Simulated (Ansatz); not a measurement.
# GaH2ClO (SMILES [OH][GaH][Cl]): SVWN5/def2-SVPD

What is the electronic atomisation energy of GaH2ClO at SVWN5/def2-SVPD? 

Program for the calculation: Ansatz 0.2.0.

37 further runs of the same task are left out: 37 set aside as unsound or not needed. Runs told in other sessions of the task aren't counted.

**1. The system as given**

GaH2ClO has 5 atoms, charge 0, and is taken as a singlet. SMILES: `[OH][GaH][Cl]`. The coordinates come from a PBE0-D4/def2-TZVP relaxation. This is one conformer, not always the lowest.

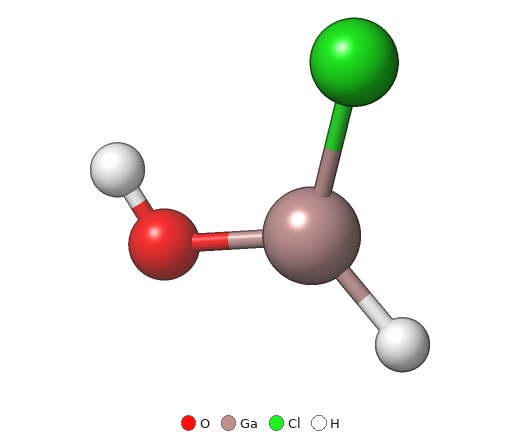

Viewed from a chosen angle; oxygen red, gallium pink, chlorine green, hydrogen white.

**2. The energy at SVWN5/def2-SVPD**

Contents of input.yaml:

```yaml
crystal:
  periodic: [false, false, false]
  atoms:
    - {symbol: O, position_ang: [-1.152400, 0.516000, -0.496900]}
    - {symbol: Ga, position_ang: [0.470000, 0.208100, 0.146200]}
    - {symbol: Cl, position_ang: [0.927500, -1.856600, 0.504600]}
    - {symbol: H, position_ang: [-1.672300, -0.281800, -0.622300]}
    - {symbol: H, position_ang: [1.477200, 1.340600, 0.426900]}
basis:
  gaussian:
    orbitals: def2-SVPD
hamiltonian:
  xc: {name: SVWN5}
accuracy: high
output:
  orbitals: {seedname: orbitals}
```

Run with:

```
$ ansatz run input.yaml --threads 1 --pin off --max-ram 2610MiB --events-out events.jsonl --progress --plain --runs-dir runs
```

Log:

```text
Warning: RAYON_NUM_THREADS=1 ignored (pool sized by the plan → 1); use --threads N
Functional definition: SVWN5
  name "SVWN5"
  exchange = slater_x
  correlation = vwn5_c
1965 factors; integrals over basis functions are off by at most 4.1e-9 eV
mean field evaluation 1: about -66824.8842 eV, gradient 7.2e1 eV
mean field evaluation 2: about -66724.4797 eV, gradient 1.9e2 eV
mean field evaluation 4: about -66832.5402 eV, gradient 2.1e1 eV
mean field evaluation 8: about -66833.3495 eV, gradient 3.6e-1 eV
mean field evaluation 16: about -66833.3519 eV, gradient 1.4e-4 eV
mean field -66833.35191491 eV, -2456.0803815999 hartree, gradient 5.5e-8 eV, S^2 0.000000; 0 other end points of the search recorded, 0 dependent functions left out
reference -66833.35191840 eV, -2456.0803817284 hartree; 29, 29 occupied and 75, 75 virtual orbitals, 1965 factors
Total energy: -66833.35191840 eV, -2456.0803817284 hartree
```

It took 5.4 s on 1 thread of Arm Neoverse V2, shared host; peak memory 0.25 GiB.

**3. The Cl atom, same level**

Contents of in.yaml:

```yaml
crystal:
  periodic: [false, false, false]
  atoms:
    - {symbol: Cl, position_ang: [0.000000, 0.000000, 0.000000]}
basis:
  gaussian:
    orbitals: def2-SVPD
accuracy: high
hamiltonian:
  xc: {name: SVWN5}
total_charge: 0
magnetization:
  spin_polarized: true
  initial_magnetization: 1
```

Run with:

```
$ ansatz run in.yaml --threads 1 --pin off --max-ram 2610MiB --events-out events.jsonl --progress --plain --runs-dir runs
```

Log:

```text
Warning: RAYON_NUM_THREADS=1 ignored (pool sized by the plan → 1); use --threads N
[... 4 set-up lines as earlier in the session ...]
222 factors; integrals over basis functions are off by at most 2.5e-9 eV
mean field evaluation 1: about -12476.2625 eV, gradient 3.5e0 eV
mean field evaluation 2: about -12476.1780 eV, gradient 5.0e0 eV
mean field evaluation 4: about -12476.2775 eV, gradient 3.0e0 eV
mean field evaluation 8: about -12476.2774 eV, gradient 3.0e0 eV
mean field evaluation 16: about -12476.3384 eV, gradient 1.1e-7 eV
mean field evaluation 32: about -12476.3384 eV, gradient 7.4e-2 eV
mean field -12476.33841861 eV, -458.4969801181 hartree, gradient 1.8e-8 eV, S^2 0.751063; 2 other end points of the search recorded, 0 dependent functions left out
reference -12476.33842090 eV, -458.4969802020 hartree; 9, 8 occupied and 18, 19 virtual orbitals, 222 factors
Total energy: -12476.33842090 eV, -458.4969802020 hartree
```

Wall time 0.86 s (1 thread of Arm Neoverse V2, shared host).

**4. The Ga atom at the same level**

Contents of molecule.yaml:

```yaml
crystal:
  periodic: [false, false, false]
  atoms:
    - {symbol: Ga, position_ang: [0.000000, 0.000000, 0.000000]}
basis:
  gaussian: {orbitals: def2-SVPD}
magnetization: {spin_polarized: true, initial_magnetization: 1}
hamiltonian: {xc: {name: SVWN5}}
accuracy: high
```

Run the same way, it converges to -1921.53369 Eh (log not shown).

**5. The H atom**

Contents of in.yaml:

```yaml
crystal:
  periodic: [false, false, false]
  atoms:
    - symbol: H
      position_ang: [0.000000, 0.000000, 0.000000]
basis:
  gaussian:
    orbitals: def2-SVPD
total_charge: 0
magnetization:
  spin_polarized: true
  initial_magnetization: 1
hamiltonian:
  xc: {name: SVWN5}
accuracy: high
```

Run with:

```
$ ansatz run in.yaml --threads 1 --pin off --max-ram 2610MiB --events-out events.jsonl --progress --plain --runs-dir runs
```

Log:

```text
Warning: RAYON_NUM_THREADS=1 ignored (pool sized by the plan → 1); use --threads N
[... 4 set-up lines as earlier in the session ...]
33 factors; integrals over basis functions are off by at most 2.1e-9 eV
mean field evaluation 1: about -12.9914 eV, gradient 3.1e-1 eV
mean field evaluation 2: about -12.9926 eV, gradient 3.0e-2 eV
mean field evaluation 4: about -12.9926 eV, gradient 1.3e-5 eV
mean field evaluation 8: about -12.9926 eV, gradient 3.0e-9 eV
mean field -12.99257338 eV, -0.4774682650 hartree, gradient 3.0e-9 eV, S^2 0.750000; 0 other end points of the search recorded, 0 dependent functions left out
reference -12.99257482 eV, -0.4774683181 hartree; 1, 0 occupied and 7, 8 virtual orbitals, 33 factors
Total energy: -12.99257482 eV, -0.4774683181 hartree
```

Wall time 0.08 s (1 thread of Arm Neoverse V2, shared host).

**6. The O atom at the same level**

Contents of in.yaml:

```yaml
crystal:
  periodic: [false, false, false]
  atoms:
    - symbol: O
      position_ang: [0.000000, 0.000000, 0.000000]
basis:
  gaussian:
    orbitals: def2-SVPD
hamiltonian:
  xc: {name: SVWN5}
accuracy: high
magnetization:
  spin_polarized: true
  initial_magnetization: 2
```

Run with:

```
$ ansatz run in.yaml --threads 1 --pin off --max-ram 2610MiB --events-out events.jsonl --progress --plain --runs-dir runs
```

Log:

```text
Warning: RAYON_NUM_THREADS=1 ignored (pool sized by the plan → 1); use --threads N
[... 4 set-up lines as earlier in the session ...]
191 factors; integrals over basis functions are off by at most 1.9e-9 eV
mean field evaluation 1: about -2025.3618 eV, gradient 7.6e0 eV
mean field evaluation 2: about -2025.3140 eV, gradient 8.3e0 eV
mean field evaluation 4: about -2025.5909 eV, gradient 5.5e-3 eV
mean field evaluation 8: about -2025.5908 eV, gradient 1.0e-5 eV
mean field evaluation 16: about -2025.5908 eV, gradient 2.2e-4 eV
mean field evaluation 32: about -2025.5908 eV, gradient 6.8e-8 eV
mean field -2025.59078587 eV, -74.4390883861 hartree, gradient 6.8e-8 eV, S^2 2.003911; 2 other end points of the search recorded, 0 dependent functions left out
reference -2025.59078821 eV, -74.4390884720 hartree; 5, 3 occupied and 18, 20 virtual orbitals, 191 factors
Total energy: -2025.59078821 eV, -74.4390884720 hartree
```

Run time: 0.33 s. Hardware: 1 thread of Arm Neoverse V2, shared host.

**7. Outcome**

Level: SVWN5/def2-SVPD.

| quantity | value |
| --- | --- |
| molecule: total energy | -2456.08038 Eh |
| molecule: HOMO energy | -7.78 eV |
| molecule: LUMO energy | -2.30 eV |
| molecule: HOMO–LUMO gap | 5.48 eV |
| Cl atom: total energy | -458.49698 Eh |
| Cl atom: ⟨S²⟩ | 0.751 |
| Ga atom: total energy | -1921.53369 Eh |
| Ga atom: ⟨S²⟩ | 0.751 |
| H atom: total energy | -0.47747 Eh |
| H atom: ⟨S²⟩ | 0.750 |
| O atom: total energy | -74.43909 Eh |
| O atom: ⟨S²⟩ | 2.004 |
| electronic atomisation energy | 17.842 eV |

In words: Taking the molecule apart into free atoms costs 17.84 eV (411 kcal/mol), before zero-point energy and without spin-orbit coupling.
